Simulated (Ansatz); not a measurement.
| atom | x (Å) | y (Å) | z (Å) |
| --- | --- | --- | --- |
| B | 0.1146 | 0.3611 | -0.3612 |
| O | -0.0710 | 0.0039 | 2.2139 |
| H | -1.0369 | -0.1325 | 2.1431 |
| O | 1.3577 | -0.0376 | -0.7515 |
| H | 1.3422 | -0.9468 | -1.1087 |
| H | -0.8711 | -0.3175 | -0.5524 |
| H | 0.0492 | 1.4819 | 0.0626 |
| H | 0.0385 | 0.9164 | 1.8400 |

Not at a stationary point (largest force 0.6 eV/Å).

Theory: RKS PBE/6-31G* in Ansatz.

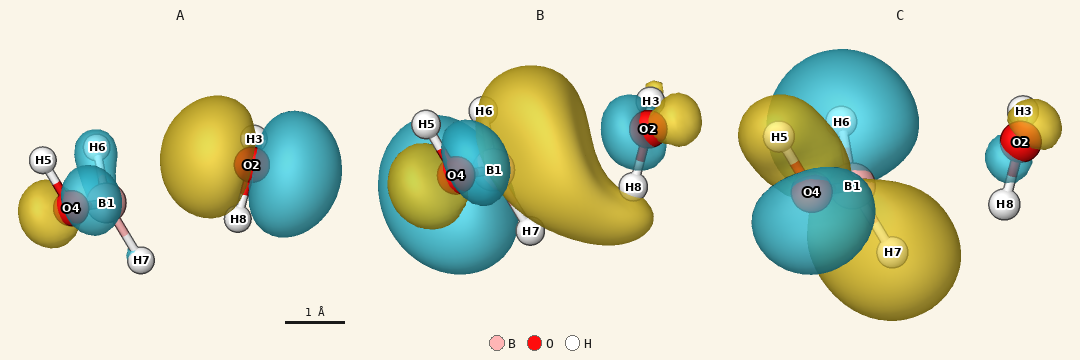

BH3O···H2O. Three frontier orbitals at ±0.1 Å⁻³ᐟ² (yellow and cyan are the two phases), in no order.

**Which picture is the HOMO−1, the HOMO and the LUMO?**

C is the HOMO−1 (−7.16 eV). By Hirshfeld shares it lies mainly on B1 (about 25 %), O4 (about 25 %), H6 (about 25 %) and H7 (about 15 %). A is the HOMO (−6.71 eV). By Hirshfeld shares it lies mainly on O2 (about 80 %) and O4 (about 5 %); largely a lone pair of O2. B is the LUMO (−0.68 eV). It lies mainly on B1 (about 50 %), O4 (about 15 %), O2 (about 10 %) and H7 (about 5 %).

**What is the HOMO–LUMO gap?**

6.03 eV between the orbital energies.
